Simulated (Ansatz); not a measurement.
**C₃H₆F₂S (SMILES CSC(C)(F)F): density, localisation and related maps**

Input file:

```
crystal:
  periodic: [false, false, false]
  atoms:
    - {symbol: C, position_ang: [-1.038870, -0.886588, 1.265674]}
    - {symbol: S, position_ang: [0.667392, -0.332321, 1.384384]}
    - {symbol: C, position_ang: [0.727459, 0.796952, -0.036024]}
    - {symbol: C, position_ang: [0.562631, 0.166269, -1.389003]}
    - {symbol: F, position_ang: [1.942804, 1.395625, 0.043424]}
    - {symbol: F, position_ang: [-0.201401, 1.782136, 0.110433]}
    - {symbol: H, position_ang: [-1.226277, -1.468192, 2.168739]}
    - {symbol: H, position_ang: [-1.203932, -1.528140, 0.399805]}
    - {symbol: H, position_ang: [-1.720720, -0.036996, 1.249305]}
    - {symbol: H, position_ang: [0.637021, 0.945004, -2.150462]}
    - {symbol: H, position_ang: [-0.412666, -0.312331, -1.468769]}
    - {symbol: H, position_ang: [1.343358, -0.576620, -1.543504]}
basis:
  gaussian: {orbitals: def2-TZVPP}
hamiltonian: {xc: pbe0, dispersion: d4}
output: {orbitals: {seedname: orbitals}}
```

Launched as:

```sh
ansatz run in.yaml --threads 4 --pin off --events-out ev --progress --plain --max-ram 10444MiB
```

Geometry: PBE0-D4/def2-TZVP.

Method: Ansatz 0.2.0, RKS PBE0-D4/def2-TZVPP.

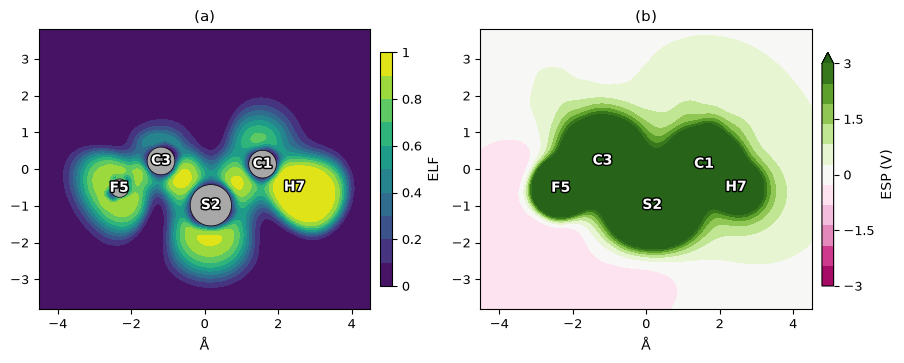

Figure 1. (a) ELF; (b) electrostatic potential on the plane of atoms C1, S2 and C3. Grey discs cover the atomic cores in the ELF map.

**Describe what can be read from this map.**

- The section cuts through C, S, F and H sites.
- C–F (1.36 Å): the ELF peaks at about 0.85 between the atoms; a polar covalent bond.
- C–S (1.80 Å): the ELF peaks at about 0.90 between the atoms, as expected for a shared electron pair.
- C–H (1.09 Å): the ELF climbs to about 1 towards the hydrogen, as it does in any bond to H (an ordinary covalent bond to hydrogen).
- The ELF also peaks beside S2 and F5, away from the bonds: lone-pair regions.
- Outside the dense part of the molecule the potential is most negative (−0.7 V) near F5.

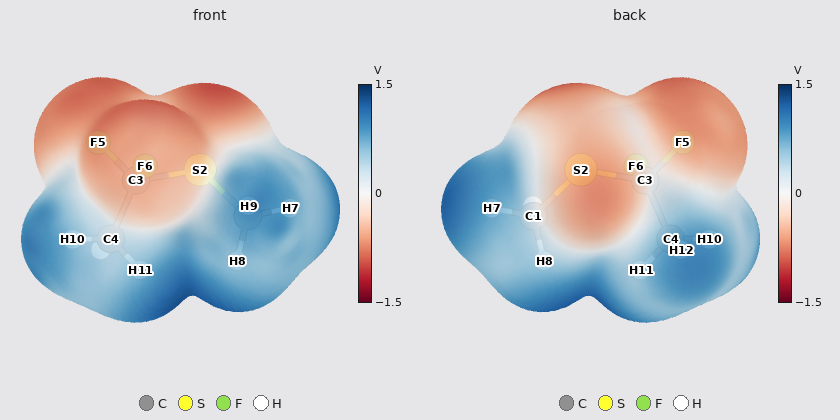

Figure 2. The electrostatic potential painted on the density surface at 0.002 e/bohr³, seen from the front and from behind; the colour scale runs from red (negative) to blue (positive).

**Which sites attract a positive test charge, and which a negative one?**

A positive charge is drawn to the negative regions and a negative charge to the positive ones. The most negative region (about −1.0 V) lies over S2, the most positive (about +1.3 V) over H8 and H11.

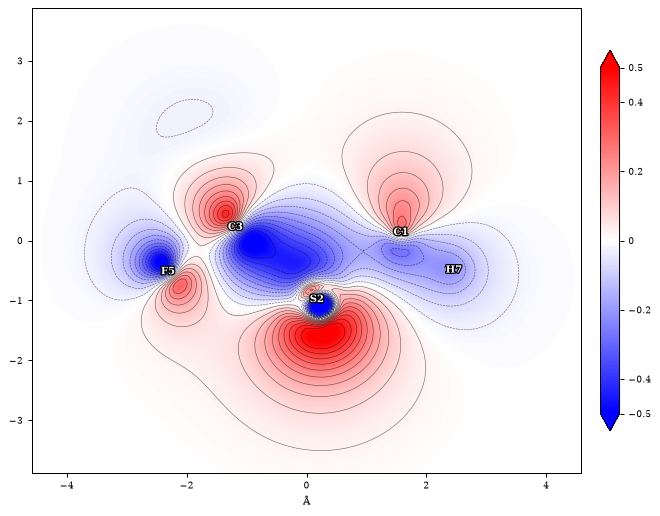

Figure 3. The HOMO−1 on the plane of atoms C1, S2 and C3 (values in Å⁻³ᐟ²; the overall sign is arbitrary).

**Describe this orbital and give its energy.**

Its weight (Hirshfeld) is mainly on S2 (about 45 %), C3 (about 15 %), F6 (about 10 %), C4 (about 10 %) and F5 (about 5 %). Its energy is −9.06 eV.
